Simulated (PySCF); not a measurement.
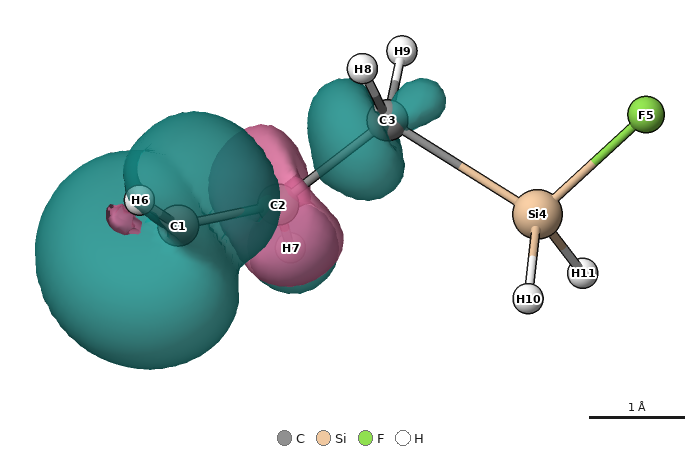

Figure. C₃H₆FSi (SMILES [H]/[C]=C\C[SiH2]F) (doublet). Isosurfaces of the spin density at +0.02 (teal) and −0.02 e/Å³ (pink), seen from one side.

Geometry: GFN2-xTB.

The calculation used UKS B3LYP, pcH-1 on C F H Si, non-relativistic, mean-field spin-orbit, GIAO (PySCF).

```xyz
11

C     2.0990    0.1072    1.0228
C     1.1888    0.5947    0.2502
C     0.2305   -0.2093   -0.6120
Si   -1.5667   -0.0245   -0.0245
F    -2.4793   -0.8977   -1.0297
H     2.4688   -0.8437    1.3279
H     1.0520    1.6668    0.1629
H     0.5267   -1.2598   -0.5984
H     0.3254    0.1420   -1.6424
H    -1.7834   -0.6111    1.2884
H    -2.0563    1.3381   -0.1712
```

Which atoms carry the spin?

Answer. The unpaired spin (1 electron) lies mostly on C1 (about 0.8), in electrons by Hirshfeld's partition.
